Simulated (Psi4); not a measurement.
# C2H3Al (SMILES [H][Al]([H])[C]#C): levels of theory compared

Aim: a comparison of 3 runs (HF/STO-3G, HF/3-21G, B3LYP/6-31G*) of C2H3Al. 

Program for the calculation: Psi4 1.11.

### Step 1. The system as given

The species is C2H3Al (6 atoms), meant as a singlet with charge 0. As SMILES, `[H][Al]([H])[C]#C`. The Al1–H3 distance was set to 2.791 Å, away from the relaxed value. At this shape a bond of the SMILES string is far longer than usual.

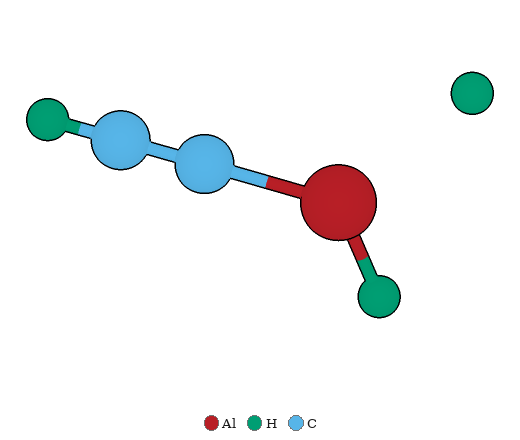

The structure, seen from a chosen angle (aluminium red, hydrogen teal, carbon blue).

### Step 2. The energy at HF/STO-3G (run 1)

Input file c2h3al.xyz:

```xyz
6
C2H3Al
Al     1.205518     0.001977     0.035215
H      2.753458     0.066297     0.082145
H     -0.074300     2.481620    -0.025410
C      0.231598    -1.679943     0.019935
C     -0.373722    -2.732003     0.014305
H     -0.898472    -3.648373     0.008535
```

Input file job.py:

```python
import psi4

psi4.set_memory(1600000000)
psi4.set_num_threads(1)
psi4.core.set_output_file('output.dat', False)

with open('c2h3al.xyz') as f:
    atoms = ''.join(f.readlines()[2:])
geom = psi4.geometry('0 1\n' + atoms + 'symmetry c1\nno_reorient\nno_com')

psi4.set_options(dict(puream=True, e_convergence=1e-09, d_convergence=1e-08, scf_type='pk'))

e, wfn = psi4.energy('hf/STO-3G', return_wfn=True)
psi4.oeprop(wfn, 'QUADRUPOLE', 'DIPOLE', 'WIBERG_LOWDIN_INDICES', title='HF')
print(f'total energy {e:.8f} hartree = {e * 27.211386:.5f} eV')
for k, v in sorted(psi4.core.scalar_variables().items()):
    print(f'{k:45s} {v:18.10f}')
```

The run is started by

```bash
$ python job.py
```

output.dat:

```text
[...]
  Running in c1 symmetry.
[...]
  Nuclear repulsion =   66.435397337414003
[...]
  Multiplicity = 1
[...]
  Nalpha       = 14
  Nbeta        = 14
[...]
    Number of basis functions: 22
[...]
   @RHF iter   1:  -315.11100713946797   -2.38293e+00   1.06065e-02 ADIIS/DIIS
[...]
   @RHF iter  12:  -315.23347599079722   -1.70530e-13   1.42188e-09 DIIS
[...]
    Orbital Energies [Eh]
    ---------------------
    Doubly Occupied:
       1A    -57.856474     2A    -10.959503     3A    -10.912418
       4A     -4.781473     5A     -3.007765     6A     -3.007371
       7A     -3.006593     8A     -0.918199     9A     -0.658500
      10A     -0.527585    11A     -0.410750    12A     -0.320396
      13A     -0.320206    14A     -0.161095
[...]
  @RHF Final Energy:  -315.23347599079722
   => Energetics <=
    Nuclear Repulsion Energy =             66.4353973374140025
    One-Electron Energy =                -569.6410906419407638
    Two-Electron Energy =                 187.9722173137295442
    Total Energy =                       -315.2334759907972739
[...]
 Multipole Moments:
 ------------------------------------------------------------------------------------
     Multipole            Electronic (a.u.)      Nuclear  (a.u.)        Total (a.u.)
 ------------------------------------------------------------------------------------
 L = 1.  Multiply by 2.5417464519 to convert [e a0] to [Debye]
 Dipole X            :        -30.8508917           31.3688414            0.5179498
 Dipole Y            :         51.4035920          -52.0552103           -0.6516183
 Dipole Z            :         -1.3546243            1.3766749            0.0220507
 Magnitude           :                                                    0.8326852
 L = 2.  Multiply by 1.3450342976 to convert [e a0^2] to [Debye ang]
 Quadrupole XX       :       -118.3632203          101.5849935          -16.7782268
 Quadrupole XY       :        -24.0625992           25.3500420            1.2874428
[...]
```

The script printed:

```text
total energy -315.23347599 hartree = -8577.93980 eV
CURRENT ENERGY                                   -315.2334759908
CURRENT REFERENCE ENERGY                         -315.2334759908
DD SOLVATION ENERGY                                 0.0000000000
HF KINETIC ENERGY                                 311.9055147797
HF POTENTIAL ENERGY                              -627.1389907705
HF TOTAL ENERGY                                  -315.2334759908
HF VIRIAL RATIO                                     2.0106697735
NUCLEAR REPULSION ENERGY                           66.4353973374
ONE-ELECTRON ENERGY                              -569.6410906419
PCM POLARIZATION ENERGY                             0.0000000000
PE ENERGY                                           0.0000000000
SCF ITERATION ENERGY                             -315.2334759908
SCF ITERATIONS                                     12.0000000000
SCF TOTAL ENERGY                                 -315.2334759908
TWO-ELECTRON ENERGY                               187.9722173137
```

Run time: 1.5 s. Hardware: 1 thread of Intel Xeon Platinum 8488C (Sapphire Rapids), shared host; peak memory 0.18 GiB.

### Step 3. Energy and gradient at HF/3-21G (run 2)

Input file job.py:

```python
import psi4

psi4.set_memory(1600000000)
psi4.set_num_threads(1)
psi4.core.set_output_file('c2h3al.out', False)

mol = psi4.geometry("""
0 1
Al     1.205518     0.001977     0.035215
H      2.753458     0.066297     0.082145
H     -0.074300     2.481620    -0.025410
C      0.231598    -1.679943     0.019935
C     -0.373722    -2.732003     0.014305
H     -0.898472    -3.648373     0.008535
symmetry c1
""")

options = {'basis': '3-21G', 'puream': True, 'e_convergence': 1e-09, 'd_convergence': 1e-08, 'scf_type': 'pk'}
psi4.set_options(options)

e_tot, wfn = psi4.gradient("hf", molecule=mol, return_wfn=True)
psi4.oeprop(wfn, "MULLIKEN_CHARGES", "DIPOLE", "QUADRUPOLE")
print('gradient / Eh bohr^-1')
print(e_tot.np.round(6))
print(f'energy = {wfn.energy():.10f} Eh')
```

The run is started by

```bash
$ python job.py
```

c2h3al.out:

```text
[...]
  Running in c1 symmetry.
[...]
  Nuclear repulsion =   66.435397337414003
[...]
  Multiplicity = 1
[...]
  Nalpha       = 14
  Nbeta        = 14
[...]
    Number of basis functions: 37
[...]
   @RHF iter   1:  -317.42468986465582   -1.22228e+00   6.31975e-03 ADIIS/DIIS
[...]
   @RHF iter  11:  -317.45970999516715   -4.83169e-12   7.81478e-09 DIIS
[...]
  @RHF Final Energy:  -317.45970999516715
   => Energetics <=
    Nuclear Repulsion Energy =             66.4353973374140025
    One-Electron Energy =                -569.2696312933221634
    Two-Electron Energy =                 185.3745239607410440
    Total Energy =                       -317.4597099951671453
[...]
  -Total Gradient:
     Atom            X                  Y                   Z
    ------   -----------------  -----------------  -----------------
       1        0.035228531754    -0.036114055272     0.001450036804
       2       -0.009431257836    -0.002712783873    -0.000270565753
       3       -0.024103524411     0.049738271135    -0.001170251808
       4        0.013902905462     0.015809480963     0.000033628062
       5       -0.014323091878    -0.024618494098     0.000006508904
       6       -0.001273563090    -0.002102418850    -0.000049356210
[...]
 Multipole Moments:
 ------------------------------------------------------------------------------------
     Multipole            Electronic (a.u.)      Nuclear  (a.u.)        Total (a.u.)
 ------------------------------------------------------------------------------------
 L = 1.  Multiply by 2.5417464519 to convert [e a0] to [Debye]
 Dipole X            :          0.8298636           -0.5871049            0.2427586
 Dipole Y            :         -2.0023047            0.8513043           -1.1510005
 Dipole Z            :          0.0406760           -0.0212720            0.0194041
 Magnitude           :                                                    1.1764822
 L = 2.  Multiply by 1.3450342976 to convert [e a0^2] to [Debye ang]
 Quadrupole XX       :        -87.8549376           66.4542964          -21.4006413
 Quadrupole XY       :        -79.5759852           83.6504646            4.0744794
[...]
  Mulliken Charges: (a.u.)
   Center  Symbol    Alpha    Beta     Spin     Total
       1    AL     6.03558  6.03558  0.00000  0.92884
       2     H     0.61168  0.61168  0.00000 -0.22336
       3     H     0.57561  0.57561  0.00000 -0.15121
       4     C     3.24155  3.24155  0.00000 -0.48310
       5     C     3.20598  3.20598  0.00000 -0.41196
       6     H     0.32960  0.32960  0.00000  0.34080
   Total alpha = 14.00000, Total beta = 14.00000, Total charge =  0.00000
```

The script printed:

```text
gradient / Eh bohr^-1
[[ 3.5229e-02 -3.6114e-02  1.4500e-03]
 [-9.4310e-03 -2.7130e-03 -2.7100e-04]
 [-2.4104e-02  4.9738e-02 -1.1700e-03]
 [ 1.3903e-02  1.5809e-02  3.4000e-05]
 [-1.4323e-02 -2.4618e-02  7.0000e-06]
 [-1.2740e-03 -2.1020e-03 -4.9000e-05]]
energy = -317.4597099952 Eh
```

Wall time 1.6 s (1 thread of Intel Xeon Platinum 8488C (Sapphire Rapids), shared host); peak memory 0.18 GiB.

### Step 4. The energy at B3LYP/6-31G(d) (Cartesian functions) (run 3)

Input file input.json:

```json
{
  "schema_name": "qcschema_input",
  "schema_version": 1,
  "molecule": {
    "schema_name": "qcschema_molecule",
    "schema_version": 2,
    "symbols": ["Al", "H", "H", "C", "C", "H"],
    "geometry": [2.27809886, 0.00373599, 0.06654671, 5.20328152, 0.12528317, 0.15523155, -0.14040665, 4.68958215, -0.04801794, 0.43765679, -3.17463217, 0.03767169, -0.70623223, -5.16273744, 0.02703253, -1.69786601, -6.89442577, 0.01612881],
    "molecular_charge": 0,
    "molecular_multiplicity": 1,
    "fix_symmetry": "c1",
    "fix_com": true,
    "fix_orientation": true
  },
  "driver": "energy",
  "model": {
    "method": "b3lyp",
    "basis": "6-31G*"
  },
  "keywords": {
    "puream": false,
    "e_convergence": 1e-09,
    "d_convergence": 1e-08,
    "scf_type": "pk",
    "dft_radial_points": 99,
    "dft_spherical_points": 590,
    "scf_properties": ["MULLIKEN_CHARGES", "MAYER_INDICES", "LOWDIN_CHARGES"]
  }
}
```

The run is started by

```bash
$ psi4 --qcschema input.json -n 1 --memory 1600MB
```

stdout:

```text
[...]
  Running in c1 symmetry.
[...]
  Nuclear repulsion =   66.435397338345240
[...]
  Multiplicity = 1
[...]
  Nalpha       = 14
  Nbeta        = 14
[...]
    Number of basis functions: 55
[...]
   @RKS iter   1:  -320.07114731070038   -5.89373e-01   1.04348e-02 DIIS/ADIIS
[...]
   @RKS iter  12:  -320.26971318901178   -3.97904e-13   3.24442e-09 DIIS
[...]
    Orbital Energies [Eh]
    ---------------------
    Doubly Occupied:
       1A    -56.114692     2A    -10.212933     3A    -10.190814
       4A     -4.196001     5A     -2.753437     6A     -2.747762
       7A     -2.745171     8A     -0.754771     9A     -0.562406
      10A     -0.457738    11A     -0.364961    12A     -0.302516
      13A     -0.301220    14A     -0.231999
[...]
  @RKS Final Energy:  -320.26971318901178
   => Energetics <=
    Nuclear Repulsion Energy =             66.4353973383452399
    One-Electron Energy =                -571.9602288063570086
    Two-Electron Energy =                 209.8025033184876804
    DFT Exchange-Correlation Energy =     -24.5473850394877289
    Empirical Dispersion Energy =           0.0000000000000000
    VV10 Nonlocal Energy =                  0.0000000000000000
    Total Energy =                       -320.2697131890117817
[...]
 Multipole Moments:
 ------------------------------------------------------------------------------------
     Multipole            Electronic (a.u.)      Nuclear  (a.u.)        Total (a.u.)
 ------------------------------------------------------------------------------------
 L = 1.  Multiply by 2.5417464519 to convert [e a0] to [Debye]
 Dipole X            :        -31.1399032           31.3688414            0.2289382
 Dipole Y            :         50.9172547          -52.0552102           -1.1379555
 Dipole Z            :         -1.3585201            1.3766750            0.0181549
 Magnitude           :                                                    1.1608984
[...]
  Mulliken Charges: (a.u.)
   Center  Symbol    Alpha    Beta     Spin     Total
       1    AL     6.35891  6.35891  0.00000  0.28219
       2     H     0.52876  0.52876  0.00000 -0.05752
       3     H     0.57693  0.57693  0.00000 -0.15387
       4     C     3.04882  3.04882  0.00000 -0.09764
       5     C     3.08758  3.08758  0.00000 -0.17517
       6     H     0.39899  0.39899  0.00000  0.20202
   Total alpha = 14.00000, Total beta = 14.00000, Total charge = -0.00000
  Lowdin Charges: (a.u.)
   Center  Symbol    Alpha    Beta     Spin     Total
[...]
```

The result, in JSON:

```text
{
 "driver": "energy",
 "model": {
  "method": "b3lyp",
  "basis": "6-31G*"
 },
 "success": true,
 "return_result": -320.2697131890118,
 "properties": {
  "calcinfo_nbasis": 55,
  "calcinfo_nmo": 55,
  "calcinfo_nalpha": 14,
  "calcinfo_nbeta": 14,
  "calcinfo_natom": 6,
  "nuclear_repulsion_energy": 66.43539733834524,
  "return_energy": -320.2697131890118,
  "scf_one_electron_energy": -571.960228806357,
  "scf_two_electron_energy": 209.80250331848768,
  "scf_xc_energy": -24.54738503948773,
  "scf_dipole_moment": [0.22893819700328066, -1.1379555190527597, 0.018154854354962113],
  "scf_total_energy": -320.2697131890118,
  "scf_iterations": 12
 }
}
```

It took 6.6 s on 1 thread of Intel Xeon Platinum 8488C (Sapphire Rapids), shared host; peak memory 0.68 GiB.

### Step 5. The series

| run | level | task | Cartesian functions | energy (Eh) | dipole moment (D) | HOMO energy (eV) | LUMO energy (eV) | wall time |
| --- | --- | --- | --- | --- | --- | --- | --- | --- |
| 1 | HF/STO-3G | energy | no | -315.233476 | 2.12 | -4.38 | 4.64 | 1.5 s |
| 2 | HF/3-21G | gradient | no | -317.459710 | 2.99 | -8.46 | 0.48 | 1.6 s |
| 3 | B3LYP/6-31G* (Cartesian functions) | energy | yes | -320.269713 | 2.95 | -6.31 | -2.41 | 6.6 s |

### Step 6. What came out

```
            quantity          value
 run 3: total energy  -320.26971 Eh
run 3: dipole moment         2.95 D
  run 3: HOMO energy       -6.31 eV
  run 3: LUMO energy       -2.41 eV
run 3: HOMO–LUMO gap        3.91 eV
```

The dipole moment (its size) runs from 2.12 D (HF/STO-3G) to 2.99 D (HF/3-21G). The HOMO–LUMO gap runs from 3.91 eV (B3LYP/6-31G*) to 9.02 eV (HF/STO-3G). The two ends differ in method and basis. In run 1 the basis is minimal, so the values are rough. All runs together took 9.8 s, the longest 6.6 s.
